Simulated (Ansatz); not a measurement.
**C2H5BrSi (SMILES C=C([SiH3])Br): density, localisation and related maps**

The calculation's input:

```
crystal:
  periodic: [false, false, false]
  atoms:
    - {symbol: C, position_ang: [-0.665894, 0.186088, 0.261604]}
    - {symbol: C, position_ang: [-0.155378, 1.080464, -0.589559]}
    - {symbol: Br, position_ang: [-0.636119, 2.938168, -0.429138]}
    - {symbol: Si, position_ang: [1.039240, 0.716939, -1.998010]}
    - {symbol: H, position_ang: [-1.358467, 0.457267, 1.063782]}
    - {symbol: H, position_ang: [-0.389646, -0.869176, 0.166517]}
    - {symbol: H, position_ang: [0.426732, 1.124021, -3.292419]}
    - {symbol: H, position_ang: [1.320708, -0.747661, -2.002336]}
    - {symbol: H, position_ang: [2.301314, 1.479857, -1.794297]}
basis:
  gaussian:
    orbitals: def2-TZVPD
output: {forces: true, orbitals: {seedname: orbitals}}
hamiltonian:
  xc: {name: PBE0}
```

Launched as:

```sh
ansatz run input.yaml --threads 2 --pin off --max-ram 5220MiB --events-out events.jsonl --progress --plain --runs-dir runs
```

Geometry: B3LYP-D3(BJ)/def2-SVP.

These are results of Ansatz 0.2.0, isolated molecule in a Gaussian basis; Kohn-Sham density functional theory, functional PBE0, not measurements.

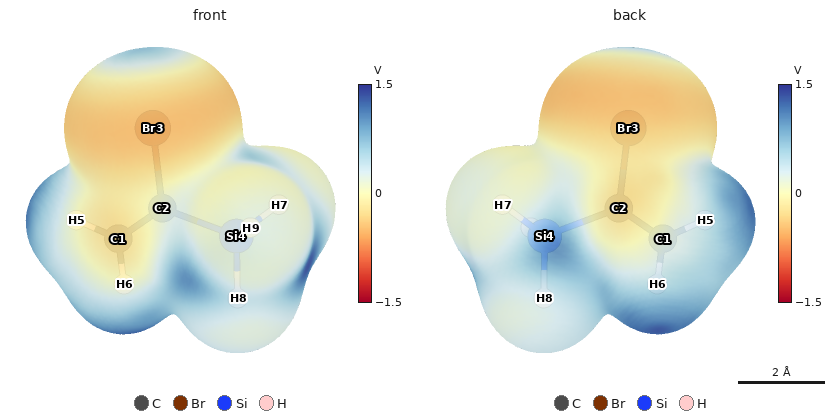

Figure 1. The molecular electrostatic potential painted on the density surface at 0.002 e/bohr³, seen from the front and from behind; the colour scale runs from red (negative) to blue (positive).

### Where is the surface potential most negative and most positive?

The most negative region (about −0.5 V) lies over Br3, the most positive (about +1.3 V) over Si4 and H6. Br3 shows a σ-hole: about +0.7 V at the tip opposite its bond, against about −0.4 V on its flanks.

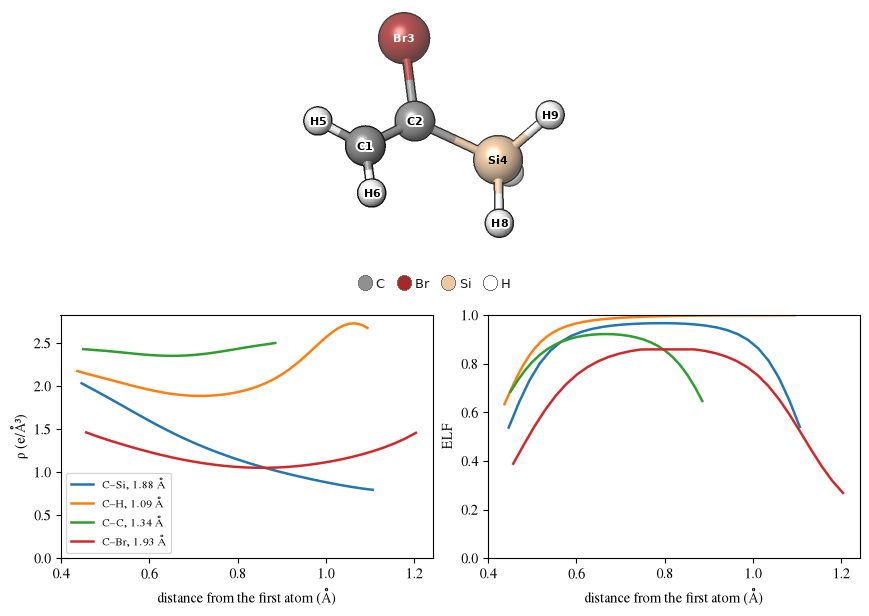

Figure 2. Total electron density and electron localisation function along straight lines between neighbouring atoms. The curves leave out the atomic cores. The structure is drawn too.

### What can be read from the curves?

C–Si (1.88 Å): ρ at the midpoint is about 0.95 e/Å³; the ELF peaks at about 0.95 between the atoms (a covalent bond).
C–H (1.09 Å): ρ at the midpoint is about 2 e/Å³; the ELF climbs to about 1 towards the hydrogen, as it does in any bond to H; a covalent bond by its length.
C–C (1.34 Å): ρ is about 2.4 e/Å³ halfway; the ELF peaks at about 0.90 between the atoms; a multiple bond.
C–Br (1.93 Å): the density is about 1.1 e/Å³ at the midpoint; the ELF peaks at about 0.85 between the atoms (localised, covalent bonding).

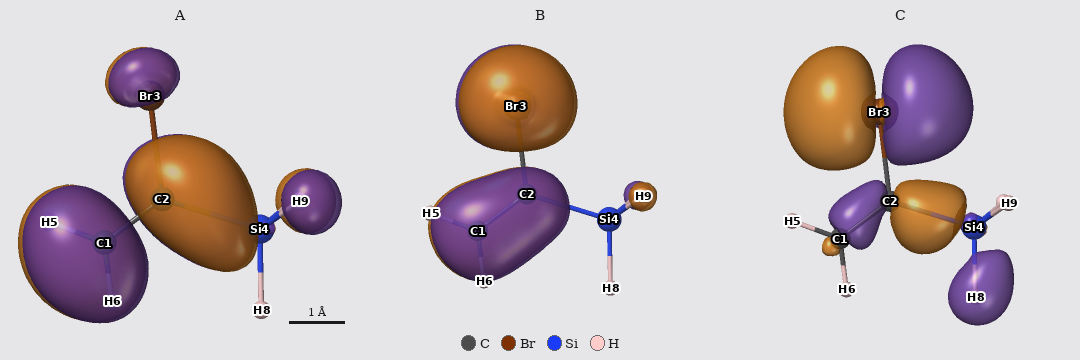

Figure 3. Three frontier orbitals at ±0.08 Å⁻³ᐟ² (orange and purple are the two phases), in no order.

### Order the three orbitals by energy and name them.

C is the HOMO−1 (−8.18 eV). It lies mainly on Br3 (about 80 %), C2 (about 10 %) and Si4 (about 5 %); largely a lone pair of Br3. B is the HOMO (−7.57 eV). It lies mainly on Br3 (about 50 %), C1 (about 25 %) and C2 (about 15 %). A is the LUMO (−0.97 eV). Its weight (Hirshfeld) is mainly on C1 (about 35 %), C2 (about 30 %), Si4 (about 10 %), Br3 (about 10 %) and H5 (about 5 %); π-antibonding (π*) across C1–C2.

### What is the HOMO–LUMO gap?

6.60 eV between the orbital energies.
